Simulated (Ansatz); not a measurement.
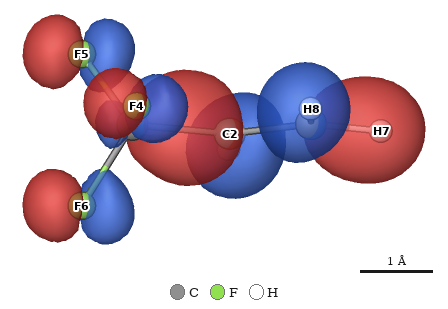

C3H3F3 (SMILES C=CC(F)(F)F). The HOMO−1 at ±0.15 Å⁻³ᐟ² (red and blue are the two phases), seen from one side.

Geometry: PBE0-D3(BJ)/def2-SVP.

These are results of isolated molecule in a Gaussian basis; Kohn-Sham density functional theory, functional PBE0 in Ansatz 0.2.0, not measurements.

The calculation's input:

```
crystal:
  periodic: [false, false, false]
  atoms:
    - {symbol: C, position_ang: [-1.846856, -0.423455, 1.385447]}
    - {symbol: C, position_ang: [-0.693901, -0.389990, 0.725248]}
    - {symbol: C, position_ang: [0.495105, -1.208995, 1.111452]}
    - {symbol: F, position_ang: [0.268224, -1.968872, 2.183957]}
    - {symbol: F, position_ang: [0.862381, -2.019226, 0.111829]}
    - {symbol: F, position_ang: [1.545770, -0.426670, 1.384708]}
    - {symbol: H, position_ang: [-2.693788, 0.190534, 1.071215]}
    - {symbol: H, position_ang: [-1.979410, -1.066009, 2.259531]}
    - {symbol: H, position_ang: [-0.537009, 0.244336, -0.151926]}
basis:
  gaussian:
    orbitals: def2-TZVPD
total_charge: 0
hamiltonian:
  xc: pbe0
output: {forces: true, orbitals: {seedname: orbitals}}
```

Launched as:

```sh
ansatz run input.yaml --threads 2 --pin off --max-ram 4350MiB --events-out events.jsonl --progress --plain --runs-dir runs
```

What is the character of this orbital?

It lies mainly on C2 (about 20 %), C1 (about 15 %), C3 (about 15 %), F5 (about 10 %), F6 (about 10 %) and H7 (about 10 %). Its energy is −10.62 eV.
